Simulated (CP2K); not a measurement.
Consider formaldoxime at its PBE geometry (Å).

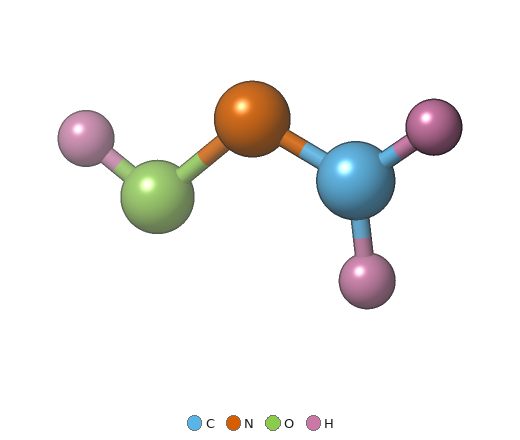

The molecule (carbon blue, nitrogen orange, oxygen green, hydrogen pink).

```xyz
6

C    -0.8804   -0.1159   -0.0175
N     0.2661   -0.1707    0.5475
O     1.2871    0.2952   -0.3161
H    -1.7224   -0.4620    0.5811
H    -1.0290    0.2511   -1.0382
H     2.0785    0.2023    0.2432
```

Method: CP2K XAS_TDP, all-electron GAPW, PBEh(45%), aug-cc-pVTZ, TDA, GW2X-corrected core level, no relativity.

Question: Where do the O K-edge lines lie, and how strong are they?

Leading lines: O3 534.11 eV. The leading line of an atom is its first one with 35 % of the strongest within 2.5 eV of its lowest line over the strength cut. Core ionisation energies at this level: O3 537.40 eV.

The first six lines of each atom with a strength over 0.0015:

| atom | energy (eV) | states | strength, one atom | above the computed threshold |
| --- | --- | --- | --- | --- |
| O3 (bonded to N and H) | 534.06 | 1 | 0.0091 |  |
|  | 534.11 | 1 | 0.0371 |  |
|  | 534.46 | 1 | 0.0357 |  |
|  | 536.25 | 1 | 0.0042 |  |
|  | 537.24 | 1 | 0.0056 |  |
|  | 537.34 | 1 | 0.0075 |  |

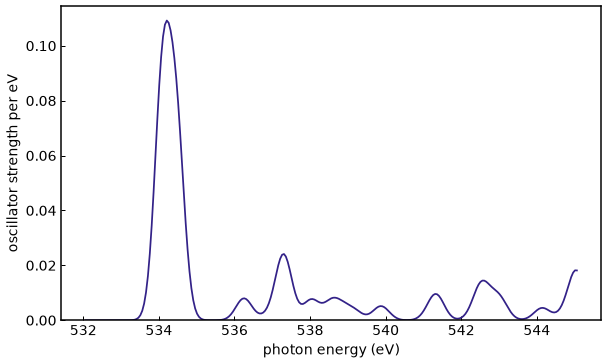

All atoms added, broadened by 0.5 eV.

Lines are vertical, at one geometry, with no vibrational structure. GW2X ionisation energies and lines can be off by 1 to 2 eV either way, and a good line position may hide errors that cancel. These values hold no scalar relativity, about 0.4 eV for O 1s. Rydberg lines, and the discretised continuum above threshold, depend on the basis and the box.

[Banner, clock and machine lines of the logs are left out without a mark of their own.]

[Logs are printed without paths, hosts, clocks, repeated set-up lines and the standing remarks that a program may print on its own settings, such as how far it seeks lower states.]

[Hosts, paths, dates, database ids (printed as entryN), source tags and the programs' standing remarks are cut or masked in the printed files.]
